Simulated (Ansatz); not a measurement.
# Heat carried by phonons in PbS (Galena, Fm-3m)

Aim: the lattice thermal conductivity of PbS (Galena) against temperature, and which phonons carry it.

Measurements to reproduce:
- thermal conductivity 2.9 W/m/K near room temperature (given in “Combining the AFLOW GIBBS and Elastic Libraries to efficiently and robustly screen thermo-mechanical properties of solids”, 2017, arXiv:1611.05714)
- thermal conductivity 2.9 W/m/K near room temperature (given in “Predicting the lattice thermal conductivity of solids by solving the Boltzmann transport equation: AFLOW - AAPL an automated, accurate and efficient framework”, 2017, arXiv:1611.05481)

Main program and level: Ansatz 0.2.0; DFT LDA, scalar-relativistic, plane waves, PAW; PAW set soft_1.

The database entry behind the starting cell differs from later determinations by our own check (about 0.1 % short), so it need not match the best structure at ambient conditions.

### Step 1. The starting structure

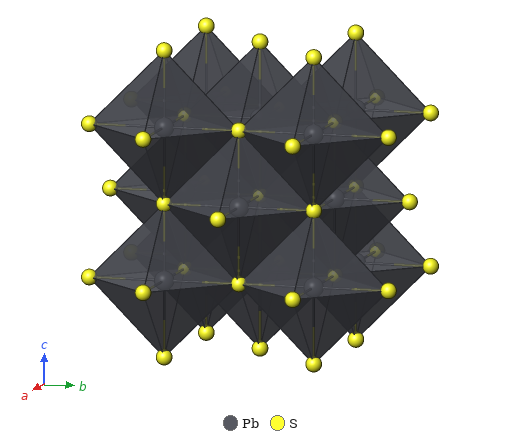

The cell as given, slightly off an axis (lead dark grey, sulfur yellow). This picture shows the conventional cell, with its axes. Some periodic images of atoms are drawn too.

As a file:

```cif
data_structure
_symmetry_space_group_name_H-M 'P 1'
_symmetry_Int_Tables_number 1
_cell_length_a 4.1942
_cell_length_b 4.1942
_cell_length_c 4.1942
_cell_angle_alpha 60.000
_cell_angle_beta 60.000
_cell_angle_gamma 60.000
_cell_volume 52.17
loop_
_atom_site_label
_atom_site_type_symbol
_atom_site_fract_x
_atom_site_fract_y
_atom_site_fract_z
_atom_site_occupancy
Pb1 Pb 0.00000 0.00000 0.00000 1
S2 S 0.50000 0.50000 0.50000 1
```

### Step 2. A first coarse run

Before spending time, one coarse run tells the gap and the pressure of the starting cell.

input.yaml reads:

```yaml
crystal:
  lattice:
    - [0.0, 2.96575, 2.96575]
    - [2.96575, 0.0, 2.96575]
    - [2.96575, 2.96575, 0.0]
  atoms:
    - { symbol: Pb, position: [0.0, 0.0, 0.0] }
    - { symbol: S, position: [0.5, 0.5, 0.5] }
kpoints:
  mp_grid: { grid: [6, 6, 6] }
hamiltonian:
  xc: lda
  pseudopotentials: { kind: paw, azcp: { folder: soft_1 }, xc_functional: pbe }
scf:
  occupations: { method: gaussian, width: 0.1 }
  lower_state_search: "off"
output:
  forces: true
  stress: true
  eigenvalues: true
```

Run with:

```sh
> ansatz run input.yaml --threads 18 --pin off --max-ram 92160MiB --backend cuda --events-out ev --progress --plain --runs-dir out --max-vram 78GiB
```

Numbers of over 12 decimals in the logs are rounded to 6 here.

The log of the run:

```text
Engine: ansatz 0.2.0, aarch64-unknown-linux-gnu
Pseudopotentials: kind: paw
Pseudopotential: Pb, paw, valence charge 14, recommended cutoff 420 eV (normal), soft_1/Pb.paw.azcp
Pseudopotential: S, paw, valence charge 6, recommended cutoff 420 eV (normal), soft_1/S.paw.azcp
Functional definition: SPW92
  exchange = slater_x
  correlation = pw_c
device memory: the entry about to start is reckoned to put 0.7 GiB on a device that reports 182.5 GiB free (of which the cap on the GPU budget leaves the run 78.0 GiB)
GPU FFT provider: cuFFT
GPU libraries: cuBLAS 13.8.1, cuFFT 12.4.0, cuSOLVER 12.3.2
GPU matrix products: emulated (plane waves: as basis.precision tells), large ones in fixed point in workspaces of 1.00 GiB
Crystal: 2 atoms, lattice volume = 52.172 Å³
Basis set: ecut = 420 eV, 965 PW (Γ)
Bands: 14, of which v1, the nominal top of the filled ones, is band 10 counted from 1 (9 counted from 0)
Symmetry: 48 space group operations
Space group: Fm-3m (ITA 225), of the structure as read, at distance tolerance 3.7e-5 Å
k-points: 16 of 216
Non-local potential: Pb, projectors of the file, l = 0: 2, l = 1: 2, l = 2: 2, l = 3: 1
Non-local potential: S, projectors of the file, l = 0: 2, l = 1: 2, l = 2: 1
PAW form: soft (Blöchl's): semilocal exchange-correlation on the pseudo side does not see the compensation charge
PAW frozen core: Pb, regenerated for the run's functional, and the local potential with it (the file was generated under x = pbe(κ = 0.804, μ = 0.219515), c = pbe(β = 0.066725))
PAW frozen core: S, regenerated for the run's functional, and the local potential with it (the file was generated under x = pbe(κ = 0.804, μ = 0.219515), c = pbe(β = 0.066725))
PAW one-centre angular grid: Pb, 590 points (default); XC on 64 Gauss nodes
PAW one-centre angular grid: S, 110 points (default); XC on 64 Gauss nodes
Initial density: superposition of atomic densities (chi_scale 0.1, normalization cell, long waves kept (reshape's long-wave potential 0.00 eV rms))
Initial wavefunctions: pseudopotential atomic-orbital guess
GPU buffer pool allocated for 27000 grid points (all kernels)
GPU transforms: local potential and band sums: pruned to the plane-wave sphere, on 30×30×30
Functional: x = slater, c = lda
SCF iter   1: F=—  HF=-12474.975974 eV  |F-HF|=—  |Δ(HF+E_count)|=         —  Δρ=2.78e-2  dr2=8.94e-1  ethr=3.10e-3  ⟨swp⟩=6.7  Hψ=1475  notcnv=0
preconditioner: auto → none  [insulator: Δε(μ)=0.628 eV  Ē_g=15.201 eV  σ=0.100 eV  W_gap=1.00  n_scr=14 (ndim 8)  ℏωp=23.0 eV  f_vac=0.000  D(μ)=0.00/eV (n_scr^D=0)  ε∞_Penn≈3.3]
SCF iter   2: F=—  HF=-12474.761997 eV  |F-HF|=—  |Δ(HF+E_count)|=   2.14e-1  Δρ=1.14e-2  dr2=1.30e-1  ethr=3.10e-3  ⟨swp⟩=2.1  Hψ=413  notcnv=0
SCF iter   3: F=—  HF=-12474.727034 eV  |F-HF|=—  |Δ(HF+E_count)|=   3.50e-2  Δρ=1.58e-3  dr2=1.04e-3  ethr=6.52e-4  ⟨swp⟩=2.2  Hψ=324  notcnv=0
SCF iter   4: F=—  HF=-12474.726993 eV  |F-HF|=—  |Δ(HF+E_count)|=   4.09e-5  Δρ=3.74e-4  dr2=3.76e-5  ethr=5.18e-6  ⟨swp⟩=2.0  Hψ=490  notcnv=0
SCF iter   5: F=—  HF=-12474.726985 eV  |F-HF|=—  |Δ(HF+E_count)|=   8.65e-6  Δρ=9.51e-5  dr2=1.72e-6  ethr=1.88e-7  ⟨swp⟩=2.1  Hψ=376  notcnv=0
SCF iter   6: F=—  HF=-12474.726985 eV  |F-HF|=—  |Δ(HF+E_count)|=   1.77e-7  Δρ=1.44e-5  dr2=1.69e-7  ethr=5.00e-10  ⟨swp⟩=8.0  Hψ=1280  notcnv=0
SCF iter   7: F=-12474.726985 eV  HF=-12474.726985 eV  |F-HF|=1.38e-9  |Δ(HF+E_count)|=   6.56e-8  Δρ=1.82e-6  dr2=1.76e-9  ethr=5.00e-10  ⟨swp⟩=4.9  Hψ=791  notcnv=0
SCF 1 converged in 7 iterations: F = -12474.726985 eV  dr2 = 1.76e-9
  greatest PAW one-centre occupation: 0.982 electrons in one spin orbital (limit 2), on the Pb atom at site 0 (counted from 0), in its partial waves of l = 2
SCF converged after 7 iterations
Free energy (F): -12474.726985 eV
Harris-Foulkes:  -12474.726985 eV  (|F-HF|=1.38e-9)
Internal energy: -12474.726486 eV  (E = F + TS)
E sigma→0 (E₀):  -12474.726735 eV
Entropy (-TS):   -0.000499 eV (-0.249 meV/atom)
Fermi energy:    8.342203 eV
--- Per-component energies (eV) ---
  E_band       = -58.359560
  E_kinetic    = 397.268521
  E_local      = -1193.130176  (includes V_loc(G=0)·N_el)
  E_nonlocal   = 344.807669
  E_hartree    = 446.337251
  E_xc         = -293.092462
  E_vxc        = -222.284246  (∫ρ·V_xc dr)
  E_paw        = -10663.636454  (= ΣΔE_a)
  E_vpaw       = -277.696884  (= ΣTr[D̂ρ^β])
  E_aug_tail   = -0.000006  (compensation charges beyond the density's cutoff)
  E_ewald      = -1513.356403
  E_core_change = 0.075574  (= ΣΔE_core)
  E_smearing   = -0.000499  (= −TS)
  E_closure    = 0.000000  (closes the sum)
  Σ components = -12474.726985   (vs F -12474.726985, Δ=0.00e0)
--- Forces (eV/Å), atoms counted from 1 ---
  atom   1  Pb    -0.00000000     0.00000000     0.00000000
  atom   2  S     -0.00000000    -0.00000000     0.00000000
  max |Σ_I F_I| component: 5.95e-25 eV/Å
--- Stress (GPa, compression-positive) ---
       -2.633396      -0.000000      -0.000000
       -0.000000      -2.633396       0.000000
       -0.000000      -0.000000      -2.633396
  P = ⅓ Tr σ = -2.6334 GPa (-26.334 kbar)
--- Band table (eV; the first three rows and the last of 16) ---
  k-point 0: bands = [... 6 lower, 2.1076, 6.0962, 6.0962, 6.0962, 13.3198, 13.3198, 13.3198, 14.8823]
  k-point 1: bands = [... 6 lower, 1.3699, 6.1718, 6.1718, 6.6210, 11.5280, 12.1412, 12.1412, 14.7867]
  k-point 2: bands = [... 6 lower, 0.0211, 6.3689, 6.3689, 7.4733, 9.5959, 10.6841, 10.6841, 15.4653]
  k-point 15: bands = [... 6 lower, 0.3235, 3.3767, 4.2534, 6.4387, 11.2930, 12.3997, 13.2455, 14.9964]
```

Elapsed: 0.76 s, on 1 × NVIDIA GB200 with 18 threads of Arm Neoverse V2, shared host; peak memory 1 GiB; 1.4 s of CPU time.

This step gave:

```
pressure          : -2.633 GPa
volume per atom   : 26.09 Å³/atom
gap on the k-mesh : 0.2394 eV
```

The start is under -2.6 GPa at this level and looks like an insulator or semiconductor on this mesh.

### Step 3. Finding the static equilibrium

The vibrations must be taken about the equilibrium of this functional, not about the starting cell, so the structure is relaxed.

input.yaml, the sections that differ from step 2:

```yaml
kpoints:
  mp_grid: { grid: [10, 10, 10] }
scf:
  occupations: { method: gaussian, width: 0.01 }
  lower_state_search: "off"
relax:
  adjacent_minimum: "off"
  f_tol: 0.005
  max_steps: 80
  cell: { stress_tol: 0.05 }
# crystal, hamiltonian, output: as in step 2
```

The log of the run:

```text
[...]
Crystal: 2 atoms, lattice volume = 52.172 Å³
Basis set: ecut = 420 eV, 965 PW (Γ)
Bands: 14, of which v1, the nominal top of the filled ones, is band 10 counted from 1 (9 counted from 0)
Symmetry: 48 space group operations
[...]
k-points: 47 of 1000
[...]
SCF iter   1: F=—  HF=-12474.974780 eV  |F-HF|=—  |Δ(HF+E_count)|=         —  Δρ=2.79e-2  dr2=8.98e-1  ethr=3.10e-3  ⟨swp⟩=7.1  Hψ=4415  notcnv=0
[...]
SCF iter   2: F=—  HF=-12474.759159 eV  |F-HF|=—  |Δ(HF+E_count)|=   2.16e-1  Δρ=1.14e-2  dr2=1.31e-1  ethr=3.10e-3  ⟨swp⟩=2.2  Hψ=1223  notcnv=0
[...]
SCF iter   7: F=-12474.724226 eV  HF=-12474.724226 eV  |F-HF|=6.18e-11  |Δ(HF+E_count)|=   3.63e-8  Δρ=7.81e-7  dr2=1.42e-10  ethr=5.00e-10  ⟨swp⟩=5.4  Hψ=2822  notcnv=0
SCF 1 converged in 7 iterations: F = -12474.724226 eV  dr2 = 1.42e-10
[...]
relax step   1: F+E_penalty+E_count = -12474.72422609 eV  Δ(F+E_penalty+E_count) = +0.000e0 eV  max|allowed force component| = 4.631e-26 eV/Å  Δτ_max = 0.0000 Å  P = -2.577 GPa  Ω = 52.172 Å³  (7 SCF iters, dr2 threshold 1.00e-7 eV, accepted)
[...]
Crystal: 2 atoms, lattice volume = 48.569 Å³
Basis set: ecut = 420 eV, 941 PW (Γ)
[...]
iter 1 solved again at ethr=9.21e-6 eV; its pass at ethr=3.10e-3 eV (dr2=1.84e-3 eV) is discarded
[...]
SCF iter   2: F=—  HF=-12474.735626 eV  |F-HF|=—  |Δ(HF+E_count)|=   3.00e-4  Δρ=7.57e-4  dr2=2.88e-4  ethr=8.11e-6  ⟨swp⟩=1.8  Hψ=746  notcnv=0
[...]
SCF iter   6: F=-12474.735586 eV  HF=-12474.735586 eV  |F-HF|=3.64e-11  |Δ(HF+E_count)|=   1.10e-9  Δρ=2.78e-7  dr2=4.48e-11  ethr=4.68e-11  ⟨swp⟩=2.0  Hψ=2220  notcnv=0
SCF 2 converged in 6 iterations: F = -12474.735586 eV  dr2 = 4.48e-11
relax step   2: F+E_penalty+E_count = -12474.73558648 eV  Δ(F+E_penalty+E_count) = -1.136e-2 eV  max|allowed force component| = 1.643e-25 eV/Å  Δτ_max = 0.0000 Å  P = +1.837 GPa  Ω = 48.569 Å³  energy of the carried Pulay correction = +7.280e-4 eV  (6 SCF iters, dr2 threshold 2.00e-7 eV, accepted)
[...]
Crystal: 2 atoms, lattice volume = 50.006 Å³
[...]
SCF iter   6: F=-12474.743166 eV  HF=-12474.743166 eV  |F-HF|=1.09e-11  |Δ(HF+E_count)|=  2.38e-10  Δρ=3.22e-7  dr2=2.89e-11  ethr=6.25e-12  ⟨swp⟩=2.0  Hψ=2006  notcnv=0
SCF 3 converged in 6 iterations: F = -12474.743166 eV  dr2 = 2.89e-11
relax step   3: F+E_penalty+E_count = -12474.74316591 eV  Δ(F+E_penalty+E_count) = -7.579e-3 eV  max|allowed force component| = 2.585e-25 eV/Å  Δτ_max = 0.0000 Å  P = -0.065 GPa  Ω = 50.006 Å³  energy of the carried Pulay correction = +4.315e-4 eV  (6 SCF iters, dr2 threshold 2.00e-7 eV, accepted)
[...]
relax step   4: F+E_penalty+E_count = -12474.74318646 eV  Δ(F+E_penalty+E_count) = -2.055e-5 eV  max|allowed force component| = 1.896e-25 eV/Å  Δτ_max = 0.0000 Å  P = +0.001 GPa  Ω = 49.955 Å³  energy of the carried Pulay correction = +4.418e-4 eV  (6 SCF iters, dr2 threshold 1.07e-8 eV, accepted)
[...]
SCF iter   1: F=—  HF=-12474.742723 eV  |F-HF|=—  |Δ(HF+E_count)|=         —  Δρ=6.66e-5  dr2=3.43e-7  ethr=2.51e-7  ⟨swp⟩=4.0  Hψ=6716  notcnv=0
[...]
SCF iter   2: F=—  HF=-12474.742767 eV  |F-HF|=—  |Δ(HF+E_count)|=   4.31e-5  Δρ=3.17e-5  dr2=6.55e-8  ethr=1.71e-9  ⟨swp⟩=2.1  Hψ=1087  notcnv=0
[...]
SCF iter   6: F=-12474.742767 eV  HF=-12474.742767 eV  |F-HF|=1.82e-12  |Δ(HF+E_count)|=  1.82e-12  Δρ=9.39e-9  dr2=5.73e-14  ethr=1.00e-12  ⟨swp⟩=4.9  Hψ=2716  notcnv=0
SCF 5 converged in 6 iterations: F = -12474.742767 eV  dr2 = 5.73e-14
relax step   5: F+E_penalty+E_count = -12474.74276666 eV  Δ(F+E_penalty+E_count) = +4.198e-4 eV  max|allowed force component| = 1.998e-28 eV/Å  Δτ_max = 0.0000 Å  P = -0.003 GPa  Ω = 49.955 Å³  stress off target by 3.25e-3 GPa  SCF on the basis re-selected at this cell (its energy is not comparable with the rows above)  (6 SCF iters)
basis re-selected at this cell: Δ(F+E_penalty+E_count) = +4.198e-4 eV, ΔP = -0.004 GPa vs the last step (what re-selecting the basis moved, of the pressure what is left beyond the Pulay correction that the steps carried, after the strain that the cell walked since its last selection, with what the two solves' SCF thresholds leave and, on support functions, any second-order correction that the steps lacked; it is no m [...]
SCF converged after 6 iterations
Free energy (F): -12474.742767 eV
[...]
Internal energy: -12474.742767 eV  (E = F + TS)
E sigma→0 (E₀):  -12474.742767 eV
Fermi energy:    9.020118 eV
[...]
--- Stress (GPa, compression-positive) ---
       -0.003248      -0.000000      -0.000000
       -0.000000      -0.003248      -0.000000
       -0.000000      -0.000000      -0.003248
  P = ⅓ Tr σ = -0.0032 GPa (-0.032 kbar)
--- Band table (eV; the first three rows and the last of 47) ---
  k-point 0: bands = [... 6 lower, 2.8976, 6.5877, 6.5877, 6.5877, 14.1542, 14.1542, 14.1542, 15.4778]
  k-point 1: bands = [... 6 lower, 2.5500, 6.6178, 6.6178, 6.8512, 13.1976, 13.5552, 13.5552, 15.4597]
  k-point 2: bands = [... 6 lower, 1.7491, 6.7057, 6.7057, 7.4063, 11.7931, 12.5181, 12.5181, 15.4660]
  k-point 46: bands = [... 6 lower, 0.7649, 3.8822, 4.4495, 7.4867, 11.4212, 13.2152, 13.8316, 16.2788]
--- Relaxed structure (4 steps of the walk, 4 accepted, 1 SCFs on fresh bases) ---
  F+E_penalty+E_count = -12474.74276666 eV   max|allowed force component| = 1.998e-28 eV/Å   (the final SCF, on the basis selected at the relaxed cell)
  cell:  # Å, volume = 49.9553 Å³
    - [0, 2.923147, 2.923147]
    - [2.923147, 0, 2.923147]
    - [2.923147, 2.923147, 0]
  atoms:
    - { symbol: Pb, position: [0, 0, 0] }
    - { symbol: S, position: [0.5, 0.5, 0.5] }
```

Run time: 2.6 s. Hardware: 1 × NVIDIA GB200 with 18 threads; peak memory 1 GiB.

The steps of the relaxation:

| step | energy less that of the first step (eV) | largest force component (eV/Å) | pressure (GPa) | volume (Å³) |
| --- | --- | --- | --- | --- |
| 1 | 0.0000 | 0.0000 | -2.58 | 52.17 |
| 2 | -0.0114 | 0.0000 | 1.84 | 48.57 |
| 3 | -0.0189 | 0.0000 | -0.07 | 50.01 |
| 4 | -0.0190 | 0.0000 | 0.00 | 49.96 |
| 5* | -0.0185 | 0.0000 | 0.00 | 49.96 |

Relaxation steps marked * repeat the geometry before them on a plane-wave basis chosen anew for their cell, so energy and pressure can jump there.

The run keeps the 48 symmetry operations that it works with, so distortions that break them were not tested.

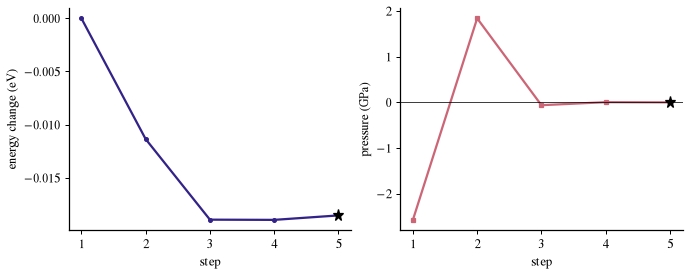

Energy and pressure along the relaxation. Stars mark steps on a basis chosen anew.

| conventional cell, symmetrised | before | after | change |
| --- | --- | --- | --- |
| a (Å) | 5.931 | 5.846 | -1.4 % |
| b (Å) | 5.931 | 5.846 | -1.4 % |
| c (Å) | 5.931 | 5.846 | -1.4 % |
| volume (Å³/atom) | 26.09 | 24.98 | -4.2 % |

Final coordinates:

```cif
data_structure
_symmetry_space_group_name_H-M 'P 1'
_symmetry_Int_Tables_number 1
_cell_length_a 4.1340
_cell_length_b 4.1340
_cell_length_c 4.1340
_cell_angle_alpha 60.000
_cell_angle_beta 60.000
_cell_angle_gamma 60.000
_cell_volume 49.96
loop_
_atom_site_label
_atom_site_type_symbol
_atom_site_fract_x
_atom_site_fract_y
_atom_site_fract_z
_atom_site_occupancy
Pb1 Pb 0.00000 0.00000 0.00000 1
S2 S 0.50000 0.50000 0.50000 1
```

Numbers from this step:

- pressure: -0.003248 GPa
- volume per atom: 24.98 Å³/atom
- gap on the k-mesh: 0.07230 eV

The relaxation ends with a pressure of 0.00 GPa.

### Step 4. Tight relaxation

The relaxation is repeated with tighter thresholds on force and stress, since phonons are sensitive to what is left; a change of mesh or smearing in the input moves the cell too.

input.yaml, the sections that differ from step 3:

```yaml
crystal:
  lattice:
    - [0.0, 2.9231465012, 2.9231465012]
    - [2.9231465012, 0.0, 2.9231465012]
    - [2.9231465012, 2.9231465012, 0.0]
  atoms:
    - { symbol: Pb, position: [0.0, 0.0, 0.0] }
    - { symbol: S, position: [0.5, 0.5, 0.5] }
kpoints:
  mp_grid: { grid: [12, 12, 12] }
relax:
  adjacent_minimum: "off"
  f_tol: 0.001
  max_steps: 60
  cell: { stress_tol: 0.01 }
# hamiltonian, scf, output: as in step 3
```

The log of the run:

```text
[...]
GPU FFT provider: cuFFT
GPU libraries: cuBLAS 13.8.1, cuFFT 12.4.0, cuSOLVER 12.3.2
[...]
Crystal: 2 atoms, lattice volume = 49.955 Å³
Basis set: ecut = 420 eV, 941 PW (Γ)
Bands: 14, of which v1, the nominal top of the filled ones, is band 10 counted from 1 (9 counted from 0)
Symmetry: 48 space group operations
[...]
k-points: 72 of 1728
[...]
k-point 71: bands = [... 6 lower, 0.7003, 4.1554, 4.1554, 7.8581, 10.9790, 13.5209, 13.5209, 17.0726]
--- Relaxed structure (1 steps of the walk, 1 accepted, 1 SCFs on fresh bases) ---
[...]
cell:  # Å, volume = 49.9553 Å³
    - [0.0, 2.9231465012, 2.9231465012]
    - [2.9231465012, 0.0, 2.9231465012]
    - [2.9231465012, 2.9231465012, 0.0]
  atoms:
    - { symbol: Pb, position: [0.0, 0.0, 0.0] }
    - { symbol: S, position: [0.500000, 0.500000, 0.500000] }
[key lines of the parts left out:]
SCF converged after 9 iterations
Free energy (F): -12474.742618 eV
Fermi energy:    9.020207 eV
P = ⅓ Tr σ = -0.0018 GPa (-0.018 kbar)
```

Wall time 1.8 s (1 × NVIDIA GB200 with 18 threads); peak memory 1.1 GiB; 4.2 s of CPU time.

Little changed from the start: no atom moved by 0.005 Å and no cell edge by 0.1 %.

This step gave:

* pressure: -0.001838 GPa
* gap on the k-mesh: 0.07218 eV

The residual pressure is -0.0018 GPa, small enough for phonons.

(Part 1 of 2 ends here.)

[Logs are printed without paths, hosts, clocks, repeated set-up lines and the standing remarks that a program may print on its own settings, such as how far it seeks lower states.]

[Hosts, paths, dates, database ids (printed as entryN), source tags and the programs' standing remarks are cut or masked in the printed files.]

[A step with changed settings may run another functional than the one named; its input shows which.]
